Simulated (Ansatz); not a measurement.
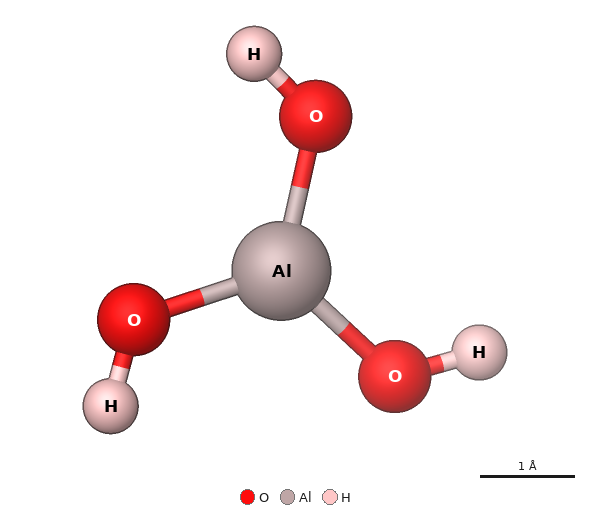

Atoms fade into the background with distance from the viewer. The geometry was computed by an optimisation with PBE0-D4/def2-TZVP. Masses are those of the most abundant isotopes; constants are for the rigid equilibrium geometry.

What kind of rotor is it, and what are its rotational constants in GHz?

An oblate symmetric top (C3h): A = B = 6.59, C = 3.29 GHz.
